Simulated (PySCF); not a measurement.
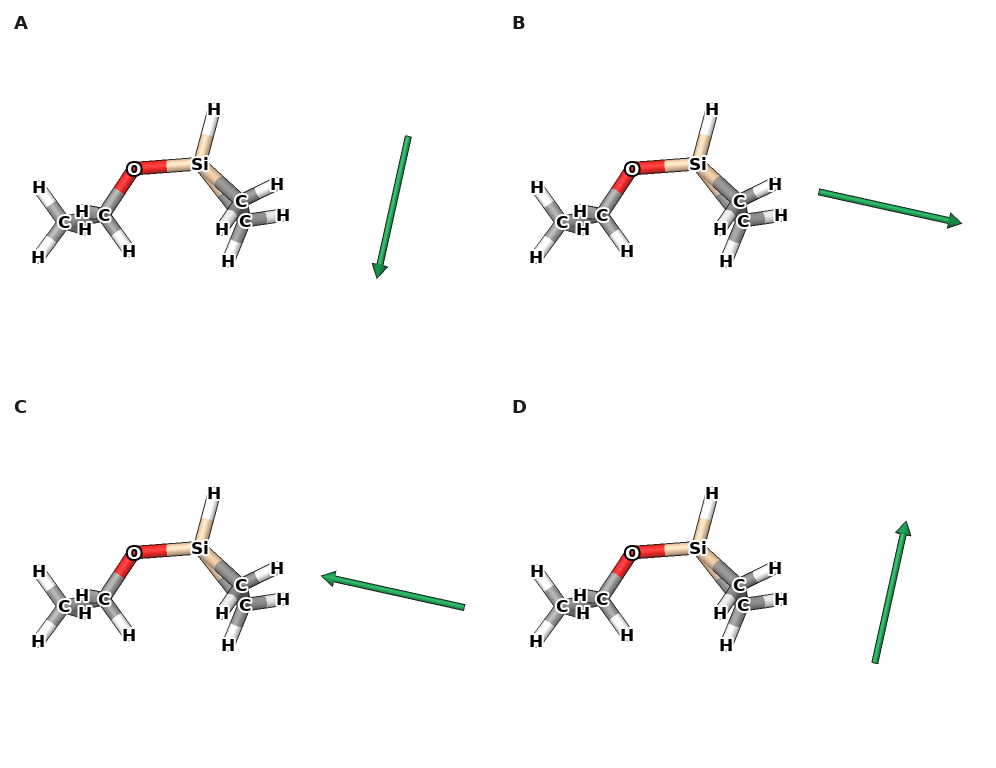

The same molecule four times, each with an arrow. The computed structure is the end point of a PBE0-D3(BJ)/def2-SVP optimisation. No frequency run is at hand to confirm it as a minimum. Properties computed with PBE0/6-31+G*, gas phase (PySCF 2.14.0).

Question: Which arrow points along the dipole moment, from the negative to the positive end?

Answer: A. The dipole moment is 1.15 D.
